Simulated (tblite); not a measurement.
## Geometry relaxation, with input and output: C$_{7}$H$_{4}$FN (charge +1)

The run: geometry relaxation of C$_{7}$H$_{4}$FN, charge +1, multiplicity 2. Method and program: GFN2-xTB geometry optimisation, gas phase (tblite 0.8.0).

It belongs to a series of runs on one base structure; here: electron removed.

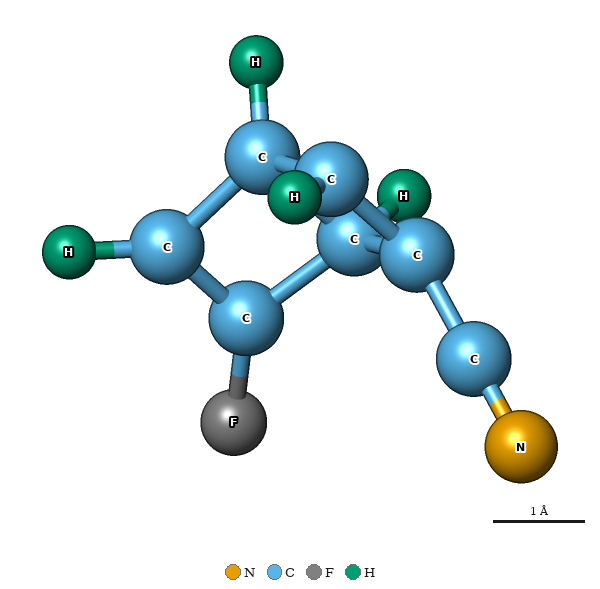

The starting structure (ball-and-stick view, seen at a tilt).

### Input file
```
{"job": {"kind": "relax", "xc": "GFN2-xTB", "basis": "xTB"}, "charge": 1, "multiplicity": 2}
N      2.757900    -2.000800    -0.434600
C      1.948600    -1.165000    -0.600800
C      1.003000    -0.161100    -0.785600
C      0.958300     1.128100    -0.158500
C     -0.499500     1.100200    -0.086500
C     -1.158900     0.421600     1.082400
C     -1.129400    -0.792700     0.503000
F     -1.540300    -2.005600     0.906000
C     -0.453800    -0.286400    -0.754600
H      1.648200     1.471500     0.603200
H     -1.036600     1.887600    -0.631300
H     -1.520300     0.781700     2.043200
H     -0.981400    -0.378800    -1.703600
```

The first line tells a small driver script what to run in tblite; the rest is the geometry in Å.

Run on 1 CPU thread, shared host.

Launch command:
```bash
OMP_NUM_THREADS=1 python <driver script> task.json out
```

### Log
```
step      E/eV     max force
  0    -652.22943    3.204
  1    -652.25628    9.879
  2    -652.55971    2.082
  3    -652.68169    1.517
  4    -652.79694    0.803
  5    -652.93288    1.593
  6    -652.96840    0.750
  7    -653.00170    0.525
  8    -653.02429    0.723
  9    -653.05467    0.735
 10    -653.07614    0.373
 11    -653.08824    0.275
 12    -653.09590    0.274
 13    -653.10205    0.207
 14    -653.10637    0.163
 15    -653.10941    0.133
 16    -653.11216    0.158
 17    -653.11503    0.174
 18    -653.11761    0.144
 19    -653.11955    0.126
 20    -653.12144    0.124
 21    -653.12393    0.160
 22    -653.12672    0.172
 23    -653.12892    0.121
 24    -653.13026    0.091
 25    -653.13125    0.083
 26    -653.13243    0.113
 27    -653.13394    0.130
 28    -653.13563    0.112
 29    -653.13727    0.105
 30    -653.13877    0.132
 31    -653.13989    0.103
 32    -653.14074    0.124
 33    -653.14134    0.069
 34    -653.14187    0.059
 35    -653.14226    0.045
 36    -653.14258    0.048
 37    -653.14290    0.067
 38    -653.14338    0.087
 39    -653.14415    0.104
 40    -653.14514    0.104
 41    -653.14596    0.071
 42    -653.14642    0.043
 43    -653.14665    0.045
 44    -653.14684    0.040
 45    -653.14700    0.029
 46    -653.14709    0.025
 47    -653.14716    0.026
 48    -653.14722    0.021
 49    -653.14727    0.018
 50    -653.14731    0.013
 51    -653.14733    0.013
 52    -653.14734    0.010
 53    -653.14736    0.014
 54    -653.14739    0.016
 55    -653.14741    0.016
 56    -653.14742    0.014
 57    -653.14744    0.010
```

### Trajectory as extended XYZ (Å, eV, eV/Å), 17 of the 58 frames kept, from step=0 to step=57
```
13
Properties=species:S:1:pos:R:3:forces:R:3 step=0 energy=-652.22943
N     2.7579   -2.0008   -0.4346   -2.2260   2.2180  -0.5740
C     1.9486   -1.1650   -0.6008    2.4420  -2.0670   0.1720
C     1.0030   -0.1611   -0.7856    0.7310   1.0160   1.8210
C     0.9583    1.1281   -0.1585    0.9310  -2.2470   0.5290
C    -0.4995    1.1002   -0.0865   -1.1660   1.3470  -0.5340
C    -1.1589    0.4216    1.0824    0.1260   0.0430   0.8080
C    -1.1294   -0.7927    0.5030    0.0820  -1.2860   0.7880
F    -1.5403   -2.0056    0.9060    0.5620   1.6270  -0.8130
C    -0.4538   -0.2864   -0.7546   -1.4880  -0.7660  -1.5370
H     1.6482    1.4715    0.6032    0.1850   0.5020  -0.5550
H    -1.0366    1.8876   -0.6313   -0.0350   0.0270   0.3840
H    -1.5203    0.7817    2.0432   -0.0510  -0.0320  -0.4320
H    -0.9814   -0.3788   -1.7036   -0.0940  -0.3820  -0.0570
13
Properties=species:S:1:pos:R:3:forces:R:3 step=4 energy=-652.79694
N     2.7462   -1.9923   -0.4476    0.1220  -0.0520  -0.1840
C     1.9721   -1.1665   -0.6162    0.1050  -0.2130  -0.0940
C     1.0032   -0.1703   -0.7000   -0.1330  -0.2050   0.6250
C     0.9650    1.0526   -0.0923   -0.1300  -0.4260   0.5890
C    -0.5254    1.1161   -0.0981   -0.3870   0.3870  -0.4160
C    -1.1327    0.4273    1.0942    0.1460   0.1010   0.1930
C    -1.0926   -0.7969    0.5056    0.0060  -0.3090   0.1440
F    -1.5259   -1.9670    0.8771    0.2070   0.3560  -0.2630
C    -0.4956   -0.3047   -0.7826   -0.3220   0.1520  -0.7200
H     1.6680    1.5113    0.5703    0.2680   0.5170  -0.2130
H    -1.0524    1.9179   -0.6189    0.1070   0.0750   0.3810
H    -1.5313    0.7858    2.0304   -0.0620   0.0390  -0.1210
H    -1.0029   -0.4127   -1.7395    0.0720  -0.4230   0.0810
13
Properties=species:S:1:pos:R:3:forces:R:3 step=7 energy=-653.00170
N     2.7676   -2.0089   -0.4765   -0.1900   0.2460  -0.2380
C     1.9862   -1.1810   -0.6399    0.2040  -0.4260   0.0870
C     0.9738   -0.2256   -0.5937    0.1820   0.0030   0.0570
C     0.9363    0.9952    0.0284   -0.0170   0.1110  -0.0520
C    -0.5565    1.1211   -0.1375    0.0270   0.1380   0.1160
C    -1.1028    0.4417    1.0998   -0.2600  -0.0670  -0.2750
C    -1.0687   -0.7840    0.4937   -0.4450   0.2270  -0.1630
F    -1.5019   -1.9439    0.8438    0.1400  -0.1900   0.0180
C    -0.5238   -0.2769   -0.8221    0.0000  -0.1190   0.0890
H     1.6986    1.5872    0.5198   -0.2660  -0.0110  -0.0950
H    -1.0596    1.9695   -0.5774    0.1050   0.2170   0.1410
H    -1.5392    0.7951    2.0164    0.2190   0.0770   0.1110
H    -1.0143   -0.4889   -1.7727    0.2990  -0.2060   0.2030
13
Properties=species:S:1:pos:R:3:forces:R:3 step=11 energy=-653.08824
N     2.7879   -2.0221   -0.5295   -0.0390  -0.0500  -0.1730
C     1.9805   -1.2145   -0.6358   -0.0730   0.2280   0.1360
C     0.9782   -0.2432   -0.5437   -0.1510  -0.0890   0.0640
C     0.9208    0.9897    0.0508    0.0620   0.0360  -0.0560
C    -0.5643    1.1357   -0.1406   -0.0330  -0.0850  -0.0040
C    -1.1565    0.4537    1.0719   -0.1280   0.0530   0.0670
C    -1.1473   -0.7666    0.4609    0.1340  -0.0860   0.1530
F    -1.4639   -1.9622    0.8320   -0.0360   0.0300  -0.0290
C    -0.5219   -0.2766   -0.8119   -0.0600  -0.1250  -0.0130
H     1.6670    1.6253    0.4923   -0.0120   0.0540   0.0660
H    -1.0343    2.0304   -0.5330    0.1410  -0.0440  -0.0470
H    -1.4937    0.8124    2.0272    0.0550   0.0650   0.0430
H    -0.9568   -0.5616   -1.7583    0.1400   0.0130  -0.2070
13
Properties=species:S:1:pos:R:3:forces:R:3 step=14 energy=-653.10637
N     2.7808   -2.0234   -0.5653   -0.0310   0.0120  -0.1100
C     1.9782   -1.2054   -0.6187    0.0110  -0.0530   0.0020
C     0.9656   -0.2525   -0.5213    0.0420   0.0680   0.0610
C     0.9200    0.9897    0.0497   -0.1300   0.0380   0.0900
C    -0.5694    1.1302   -0.1403   -0.0330  -0.0200  -0.0650
C    -1.1804    0.4598    1.0695    0.1240  -0.0650   0.0060
C    -1.1514   -0.7683    0.4680   -0.0220   0.0130   0.0160
F    -1.4605   -1.9664    0.8284   -0.0710  -0.0500   0.0850
C    -0.5296   -0.2910   -0.8087    0.0110   0.1240  -0.0160
H     1.6569    1.6394    0.4929   -0.0380  -0.0430  -0.0100
H    -1.0123    2.0399   -0.5303    0.0500  -0.0980  -0.0940
H    -1.4769    0.8254    2.0362   -0.0160   0.0330  -0.0030
H    -0.9254   -0.5768   -1.7779    0.1010   0.0410   0.0390
13
Properties=species:S:1:pos:R:3:forces:R:3 step=18 energy=-653.11761
N     2.7728   -2.0259   -0.6118   -0.0240   0.0100  -0.0620
C     1.9731   -1.2032   -0.6095    0.0300  -0.0310  -0.0460
C     0.9647   -0.2489   -0.4959    0.0050  -0.0410   0.0070
C     0.9021    0.9944    0.0682    0.0890  -0.0430   0.0240
C    -0.5785    1.1251   -0.1444    0.0300   0.0240   0.0390
C    -1.1737    0.4560    1.0737   -0.0540   0.0440  -0.0090
C    -1.1564   -0.7734    0.4719   -0.0140   0.0040  -0.0190
F    -1.4721   -1.9693    0.8419   -0.0150   0.0760   0.0100
C    -0.5285   -0.2906   -0.8043    0.0580  -0.0990   0.0580
H     1.6431    1.6433    0.4958    0.0140   0.0750   0.0890
H    -0.9962    2.0319   -0.5544   -0.1230   0.0170  -0.0730
H    -1.4683    0.8379    2.0366    0.0130  -0.0360  -0.0360
H    -0.8866   -0.5769   -1.7854   -0.0090  -0.0020   0.0170
13
Properties=species:S:1:pos:R:3:forces:R:3 step=21 energy=-653.12393
N     2.7681   -2.0303   -0.6551    0.0380  -0.0660  -0.0410
C     1.9722   -1.2061   -0.6128    0.0360   0.0430  -0.0450
C     0.9688   -0.2512   -0.4749    0.0230  -0.0060   0.0300
C     0.9022    0.9928    0.0862    0.0200   0.0500  -0.0220
C    -0.5795    1.1261   -0.1445    0.0460  -0.0460  -0.1060
C    -1.1778    0.4590    1.0708   -0.0740   0.0570  -0.0640
C    -1.1661   -0.7722    0.4717    0.0230   0.0620   0.0750
F    -1.4829   -1.9619    0.8541   -0.0450  -0.0180   0.0050
C    -0.5192   -0.3007   -0.7941   -0.0140   0.1050  -0.0530
H     1.6333    1.6568    0.5111    0.0050   0.0070   0.0800
H    -1.0036    2.0261   -0.5801    0.0020  -0.1480   0.0600
H    -1.4603    0.8418    2.0333   -0.0300   0.0050   0.0620
H    -0.8594   -0.5797   -1.7836   -0.0300  -0.0450   0.0210
13
Properties=species:S:1:pos:R:3:forces:R:3 step=25 energy=-653.13125
N     2.7629   -2.0405   -0.7057   -0.0210   0.0130  -0.0170
C     1.9829   -1.2031   -0.6261    0.0540   0.0330  -0.0230
C     0.9807   -0.2497   -0.4558    0.0220   0.0200  -0.0400
C     0.9075    0.9989    0.0978   -0.0210  -0.0160   0.0110
C    -0.5728    1.1203   -0.1530   -0.0240   0.0030   0.0520
C    -1.1900    0.4722    1.0637    0.0260  -0.0130   0.0470
C    -1.1693   -0.7652    0.4801   -0.0010  -0.0040  -0.0250
F    -1.5054   -1.9491    0.8689   -0.0150   0.0390  -0.0280
C    -0.5063   -0.3044   -0.7863    0.0300  -0.0670   0.0190
H     1.6240    1.6662    0.5467   -0.0230  -0.0440   0.0170
H    -1.0165    1.9950   -0.6064    0.0250   0.0630  -0.0080
H    -1.4606    0.8460    2.0353   -0.0320   0.0510  -0.0270
H    -0.8413   -0.5858   -1.7769   -0.0200  -0.0770   0.0240
13
Properties=species:S:1:pos:R:3:forces:R:3 step=28 energy=-653.13563
N     2.7590   -2.0469   -0.7367   -0.0120   0.0560  -0.0010
C     2.0019   -1.1901   -0.6420   -0.0330   0.0430  -0.0250
C     0.9942   -0.2432   -0.4531   -0.0680  -0.0380  -0.0800
C     0.9041    1.0003    0.1063    0.0660  -0.0700   0.0350
C    -0.5738    1.1154   -0.1532    0.0250   0.0270  -0.0270
C    -1.1916    0.4781    1.0670    0.0050  -0.0100  -0.0210
C    -1.1694   -0.7589    0.4833    0.0070  -0.0480   0.0600
F    -1.5235   -1.9365    0.8699   -0.0340  -0.0580   0.0030
C    -0.4956   -0.3126   -0.7817   -0.0030  -0.0230   0.0420
H     1.6139    1.6595    0.5716    0.0150   0.0370   0.0490
H    -1.0139    1.9851   -0.6162    0.0050   0.0970  -0.0280
H    -1.4710    0.8617    2.0335   -0.0010   0.0170  -0.0600
H    -0.8387   -0.6114   -1.7663    0.0300  -0.0310   0.0530
13
Properties=species:S:1:pos:R:3:forces:R:3 step=32 energy=-653.14074
N     2.7525   -2.0421   -0.7815    0.1050  -0.0210   0.0040
C     2.0157   -1.1718   -0.6663   -0.1090   0.0310  -0.0510
C     1.0003   -0.2402   -0.4536    0.0080   0.0210   0.0570
C     0.9066    0.9936    0.1242   -0.0260   0.0310  -0.0070
C    -0.5714    1.1122   -0.1587   -0.0030  -0.0250   0.0090
C    -1.1950    0.4851    1.0641   -0.0130   0.0060  -0.0210
C    -1.1708   -0.7594    0.4972    0.0040   0.0090  -0.0090
F    -1.5511   -1.9328    0.8742    0.0030   0.0200   0.0260
C    -0.4863   -0.3248   -0.7694   -0.0100   0.0090  -0.0130
H     1.6008    1.6579    0.6091   -0.0010  -0.0320   0.0120
H    -1.0027    1.9863   -0.6320    0.0610  -0.0530   0.0220
H    -1.4797    0.8856    2.0211    0.0030   0.0080  -0.0170
H    -0.8233   -0.6492   -1.7462   -0.0230  -0.0030  -0.0140
13
Properties=species:S:1:pos:R:3:forces:R:3 step=36 energy=-653.14258
N     2.7591   -2.0321   -0.7996    0.0260   0.0290  -0.0150
C     2.0127   -1.1691   -0.6830    0.0370  -0.0040   0.0210
C     1.0019   -0.2390   -0.4476   -0.0190  -0.0340  -0.0280
C     0.9056    0.9936    0.1313    0.0120  -0.0420   0.0090
C    -0.5704    1.1076   -0.1595    0.0030   0.0080  -0.0060
C    -1.1996    0.4884    1.0607   -0.0090   0.0040   0.0140
C    -1.1723   -0.7586    0.5009   -0.0230   0.0070  -0.0020
F    -1.5611   -1.9277    0.8814    0.0090   0.0020   0.0200
C    -0.4833   -0.3297   -0.7659   -0.0080  -0.0040  -0.0030
H     1.5960    1.6531    0.6273    0.0010  -0.0150   0.0060
H    -0.9899    1.9810   -0.6374   -0.0070   0.0220  -0.0290
H    -1.4826    0.8965    2.0136   -0.0120   0.0090   0.0220
H    -0.8205   -0.6634   -1.7400   -0.0100   0.0180  -0.0100
13
Properties=species:S:1:pos:R:3:forces:R:3 step=39 energy=-653.14415
N     2.7775   -2.0153   -0.8126    0.0030   0.0290  -0.0220
C     2.0152   -1.1665   -0.6947    0.0930  -0.0360   0.0300
C     0.9988   -0.2461   -0.4494    0.0100   0.0070   0.0050
C     0.9070    0.9832    0.1380   -0.0380  -0.0090  -0.0010
C    -0.5693    1.1052   -0.1594    0.0150   0.0100  -0.0460
C    -1.2046    0.4917    1.0612    0.0130   0.0540  -0.0490
C    -1.1776   -0.7555    0.5026   -0.0190   0.0150   0.0600
F    -1.5658   -1.9207    0.8929   -0.0120  -0.0590   0.0090
C    -0.4843   -0.3355   -0.7651   -0.0700   0.0750   0.0010
H     1.5938    1.6411    0.6433   -0.0100  -0.0530  -0.0190
H    -0.9786    1.9807   -0.6473    0.0130  -0.0350   0.0190
H    -1.4896    0.9072    2.0112   -0.0020  -0.0190  -0.0010
H    -0.8268   -0.6689   -1.7384    0.0050   0.0210   0.0150
13
Properties=species:S:1:pos:R:3:forces:R:3 step=43 energy=-653.14665
N     2.8121   -1.9876   -0.8344   -0.0110   0.0260  -0.0140
C     2.0263   -1.1625   -0.7051    0.0000   0.0000   0.0210
C     0.9933   -0.2596   -0.4509   -0.0040  -0.0120   0.0260
C     0.9038    0.9654    0.1457   -0.0010   0.0060  -0.0100
C    -0.5678    1.1026   -0.1634   -0.0080  -0.0040  -0.0010
C    -1.2124    0.5033    1.0577   -0.0080  -0.0100  -0.0040
C    -1.1891   -0.7495    0.5109    0.0140  -0.0040  -0.0150
F    -1.5715   -1.9145    0.9117   -0.0050   0.0210  -0.0140
C    -0.4937   -0.3383   -0.7628    0.0290  -0.0310   0.0140
H     1.5900    1.6128    0.6627    0.0180  -0.0190  -0.0080
H    -0.9595    1.9783   -0.6610   -0.0170   0.0200   0.0050
H    -1.4988    0.9204    2.0071    0.0100   0.0010  -0.0210
H    -0.8371   -0.6703   -1.7360   -0.0160   0.0060   0.0210
13
Properties=species:S:1:pos:R:3:forces:R:3 step=46 energy=-653.14709
N     2.8173   -1.9810   -0.8454   -0.0050   0.0220  -0.0090
C     2.0288   -1.1602   -0.7057    0.0030  -0.0160   0.0190
C     0.9930   -0.2630   -0.4450   -0.0010   0.0030  -0.0060
C     0.9023    0.9630    0.1483    0.0130   0.0030   0.0020
C    -0.5682    1.1015   -0.1657    0.0120   0.0020   0.0010
C    -1.2151    0.5056    1.0549    0.0010  -0.0100   0.0060
C    -1.1902   -0.7484    0.5123   -0.0070  -0.0080  -0.0090
F    -1.5756   -1.9115    0.9136   -0.0120  -0.0100   0.0010
C    -0.4923   -0.3418   -0.7601    0.0010   0.0070  -0.0110
H     1.5903    1.6063    0.6672    0.0170   0.0070   0.0010
H    -0.9574    1.9790   -0.6632   -0.0090  -0.0040   0.0000
H    -1.4991    0.9245    2.0031   -0.0060   0.0160   0.0090
H    -0.8382   -0.6735   -1.7318   -0.0070  -0.0120  -0.0050
13
Properties=species:S:1:pos:R:3:forces:R:3 step=50 energy=-653.14731
N     2.8224   -1.9747   -0.8519    0.0080   0.0000   0.0000
C     2.0291   -1.1605   -0.7030    0.0000  -0.0020  -0.0030
C     0.9922   -0.2647   -0.4429    0.0000  -0.0010  -0.0010
C     0.9034    0.9619    0.1498   -0.0010   0.0000  -0.0040
C    -0.5669    1.1013   -0.1660   -0.0030  -0.0020   0.0100
C    -1.2158    0.5058    1.0546    0.0040   0.0050   0.0030
C    -1.1921   -0.7486    0.5121   -0.0030   0.0060   0.0050
F    -1.5794   -1.9111    0.9145   -0.0050   0.0060  -0.0100
C    -0.4926   -0.3425   -0.7603   -0.0060  -0.0020   0.0080
H     1.5938    1.6032    0.6689   -0.0010   0.0010  -0.0080
H    -0.9575    1.9782   -0.6640    0.0010  -0.0080   0.0050
H    -1.5005    0.9286    2.0016   -0.0020  -0.0040  -0.0060
H    -0.8407   -0.6765   -1.7310    0.0090   0.0010   0.0030
13
Properties=species:S:1:pos:R:3:forces:R:3 step=53 energy=-653.14736
N     2.8234   -1.9739   -0.8545    0.0040   0.0010   0.0030
C     2.0294   -1.1609   -0.7028   -0.0040   0.0060  -0.0060
C     0.9926   -0.2648   -0.4422   -0.0010  -0.0080   0.0020
C     0.9037    0.9622    0.1497    0.0040  -0.0040  -0.0020
C    -0.5668    1.1010   -0.1651    0.0040  -0.0010  -0.0060
C    -1.2156    0.5063    1.0550   -0.0030  -0.0040   0.0050
C    -1.1930   -0.7480    0.5126    0.0020  -0.0020  -0.0020
F    -1.5818   -1.9105    0.9132   -0.0090   0.0000  -0.0010
C    -0.4927   -0.3428   -0.7592    0.0090  -0.0030   0.0010
H     1.5942    1.6036    0.6685   -0.0010   0.0030  -0.0070
H    -0.9578    1.9768   -0.6638   -0.0020   0.0060  -0.0020
H    -1.5011    0.9295    2.0009   -0.0060   0.0030   0.0120
H    -0.8390   -0.6780   -1.7301    0.0040   0.0040   0.0030
13
Properties=species:S:1:pos:R:3:forces:R:3 step=57 energy=-653.14744
N     2.8276   -1.9703   -0.8571    0.0030  -0.0040   0.0010
C     2.0299   -1.1612   -0.7039    0.0060   0.0020  -0.0010
C     0.9925   -0.2669   -0.4411    0.0030   0.0050   0.0010
C     0.9048    0.9610    0.1492   -0.0010   0.0030   0.0010
C    -0.5657    1.1004   -0.1645   -0.0030   0.0000   0.0020
C    -1.2157    0.5067    1.0564   -0.0020  -0.0010  -0.0030
C    -1.1941   -0.7475    0.5135   -0.0040  -0.0030   0.0020
F    -1.5874   -1.9092    0.9118   -0.0080  -0.0020   0.0050
C    -0.4923   -0.3438   -0.7577   -0.0030   0.0000   0.0010
H     1.5955    1.6033    0.6663    0.0040   0.0030  -0.0030
H    -0.9581    1.9757   -0.6635    0.0050   0.0010   0.0010
H    -1.5037    0.9310    2.0017    0.0030  -0.0050  -0.0030
H    -0.8377   -0.6787   -1.7287   -0.0040   0.0000  -0.0030
```

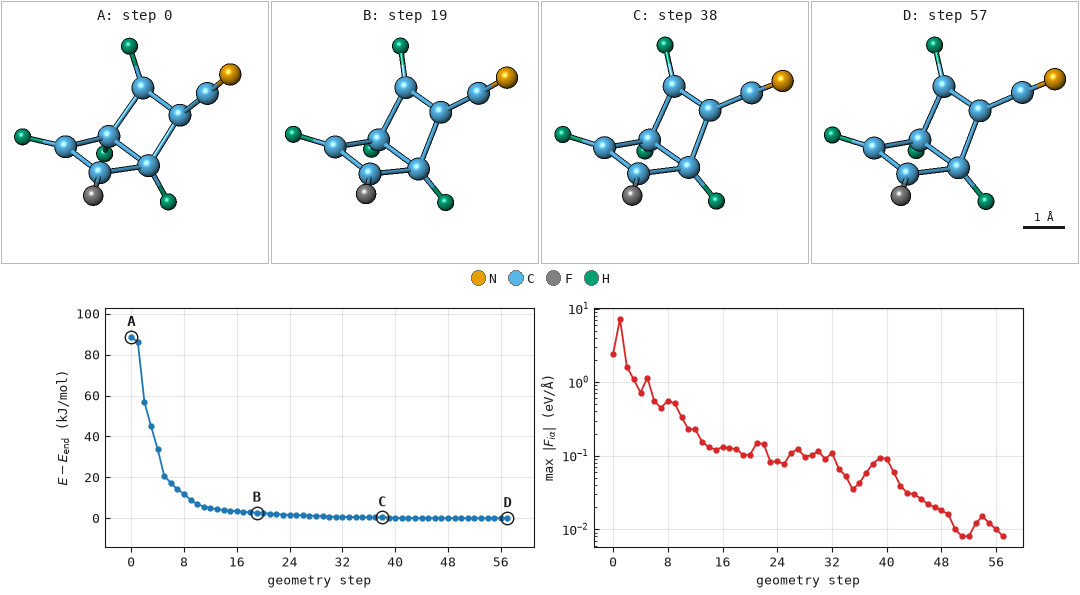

Frames of the relaxation (ball-and-stick view, seen at a tilt) above the curves, on which the letters mark them (steps are counted from 0).

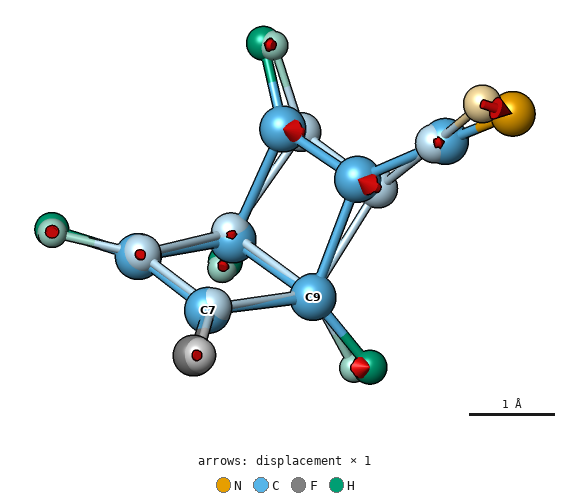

Start (faint) and end (solid) with the displacements as red arrows, at true length (ball-and-stick view, seen at a tilt). The two geometries are laid on each other by the best rigid fit. The energy falls by 88.6 kJ/mol in 57 geometry steps. Largest force component: 2.4 eV/Å at the start, 0.008 eV/Å at the end. The atom that moves furthest after the best rigid fit is N1 (0.43 Å). By element the largest moves are N 0.43 Å, C 0.36 Å, H 0.33 Å, F 0.10 Å. Distances before and after: C3–C4 1.434 → 1.365 Å, C3–C9 1.463 → 1.520 Å, C7–F8 1.343 → 1.290 Å, C4–C5 1.460 → 1.510 Å. Among the angles that change: C4–C5–C6 119.0° → 102.5°, C3–C9–C7 119.4° → 107.0°, C5–C9–H13 116.1° → 127.6°. (Atoms are counted from 1 in the order of the input.)

### Summary

| quantity | value |
| --- | --- |
| outcome | converged |
| total energy | −653.1474 eV |
| peak memory | 0.23 GiB |
